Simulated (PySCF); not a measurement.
**H2O, SMILES `O`: what the electrons do**

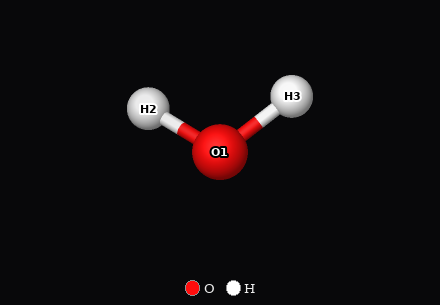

The molecule, with its atoms numbered as below. No frequency check shows the geometry to be a minimum.

Cartesian coordinates (Å):

```
O1       0.0000    0.1138    0.0000
H2       0.7722   -0.4552    0.0000
H3      -0.7722   -0.4552    0.0000
```

Part 1: Bonding charge

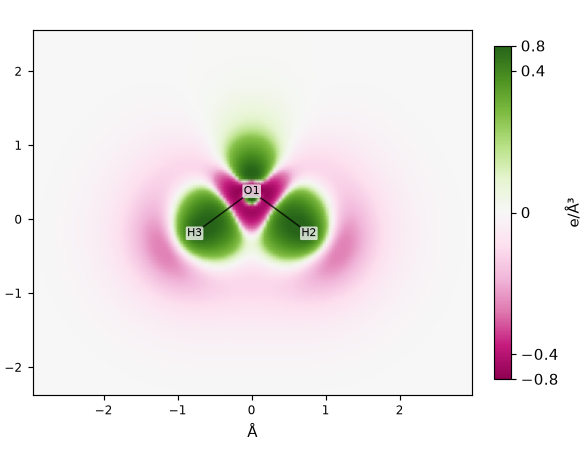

Deformation density (molecule less spherical, spin-averaged free atoms) in the molecular plane; colour scale in e/Å³, logarithmic beyond ±0.1; green: gain, pink: loss.

Computed with PySCF, ωB97X/def2-TZVP, geometry: GFN2-xTB.

Question: Describe the bonding that the map shows.

Answer: O1–H3 and O1–H2: +0.87 e/Å³ at the bond critical point (bond length 0.96 Å, Mayer order 0.9). In all, 0.6 electrons gather in the regions of gain relative to the promolecule.

Question: Where do the Hirshfeld charges lie?

Answer: The highest Hirshfeld charge is on H2 and H3 (+0.17 e), the lowest on O1 (−0.33 e).

Part 2: Bond critical points

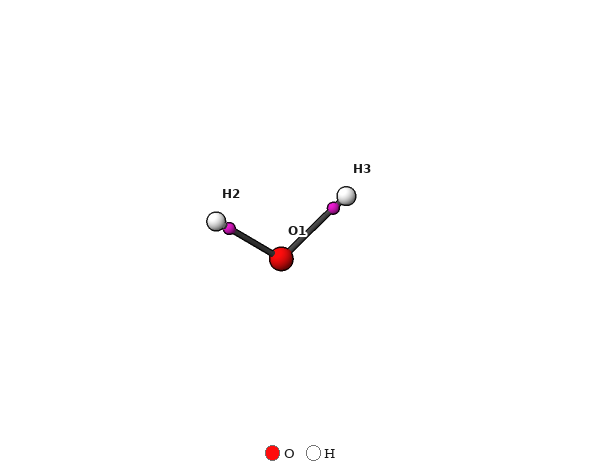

Molecular graph of the electron density (QTAIM): bond paths, bond critical points (magenta), ring points (cyan, if any); weak paths are dashed.

Question: How many critical points of each kind are there, and does the count close?

Answer: 3 nuclei, 2 bond, 0 ring and 0 cage critical points: 3 − 2 + 0 − 0 = 1, as the Poincaré–Hopf relation requires.

Question: Tabulate density, Laplacian, ellipticity and energy density at the bond critical points (atomic units).

Answer:
```
           bond  length (Å)  ρ (a.u.)  ∇²ρ (a.u.)     ε  H (a.u.)
O1–H3 (2 alike)       0.959     0.365       −2.48  0.02    −0.691
```

Question: What kind of interaction is O1–H3?

Answer: Shared-shell (covalent): ρ = 0.365, ∇²ρ = −2.48, H = −0.691 a.u.

Part 3: Local ionisation energy

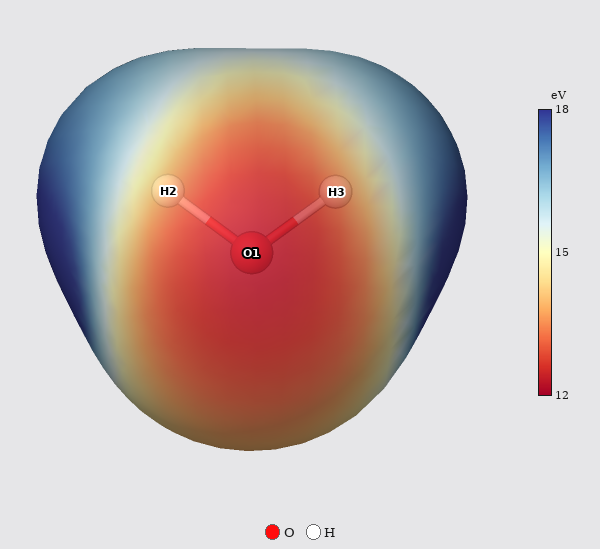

Average local ionisation energy on the surface of electron density 0.001 a.u.

Question: Where are the most loosely bound electrons on this surface?

Answer: The lowest value is 12.2 eV, 1.9 Å from O1, and at like points elsewhere. For comparison, the highest occupied orbital lies at −11.5 eV.

Question: What volume does the surface enclose, and what is the dipole moment?

Answer: About 28 Å³; the dipole moment is 2.1 D.

Part 4: In an electric field

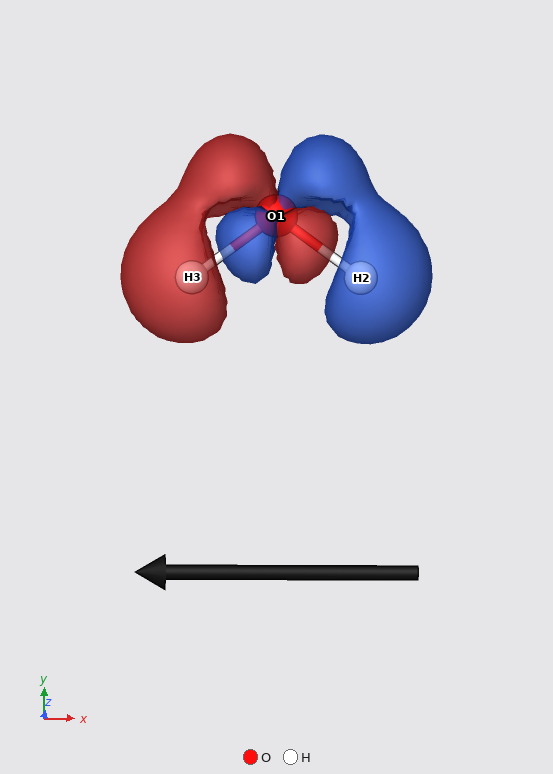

Change of the electron density in a uniform field of 0.21 V/Å along −x (arrow), surfaces at ±0.002 e/Å³ (blue: gain, red: loss).

Method: ωB97X/def2-TZVP; geometry: GFN2-xTB; program: PySCF. A basis without diffuse functions makes polarisabilities too small.

The field was applied in both directions; the picture shows the one opposite to the script's first.

Question: What dipole is induced, and what polarisability does it imply?

Answer: The induced dipole is 0.08 D (along the field); α along this axis, from the fields in both directions, is 8 bohr³ (1.2 Å³).

Part 5: Removing or adding an electron

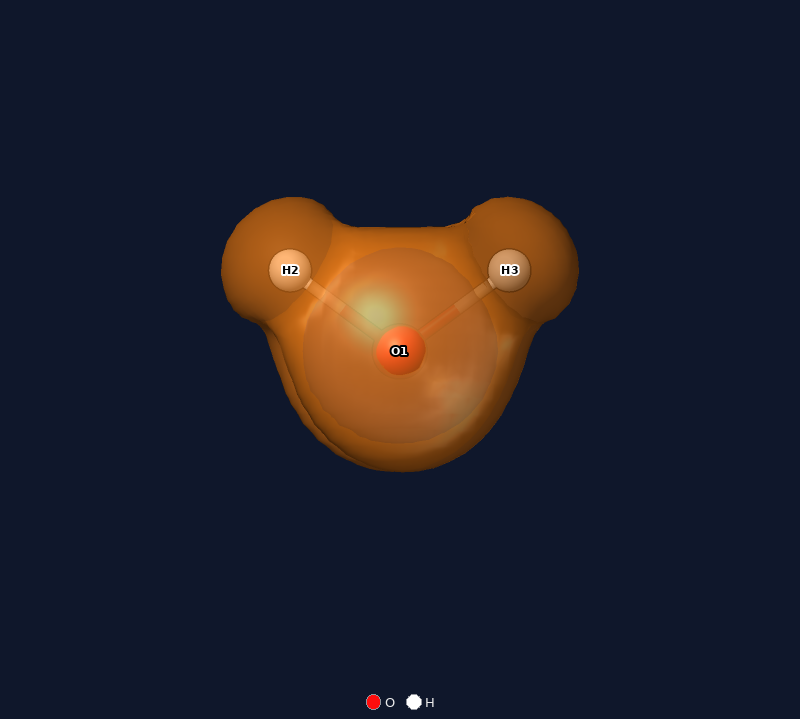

Fukui function f⁻ = ρ(N) − ρ(N−1) at fixed geometry, surfaces at ±0.06 e/Å³ (orange positive, blue negative).

Question: On which atoms does the density change most on removal of an electron?

Answer: f⁻ (Hirshfeld-condensed) is largest on O1 (0.64); the vertical ionisation energy is 12.59 eV. Condensed values hint at sites of electrophilic attack but needn't mark the atom that reacts. Orbital relaxation makes it negative in places (0.15 e in all).

```json
{"atom": "O1", "f⁻": "+0.64", "charge": "−0.33"}
{"atom": "H2", "f⁻": "+0.18", "charge": "+0.17"}
{"atom": "H3", "f⁻": "+0.18", "charge": "+0.17"}
```

The PySCF runs shown took 2.8 s, 4 s and 8.1 s on 1 thread of AMD EPYC 7R43 64-Core Processor (Zen 3) (shared host).
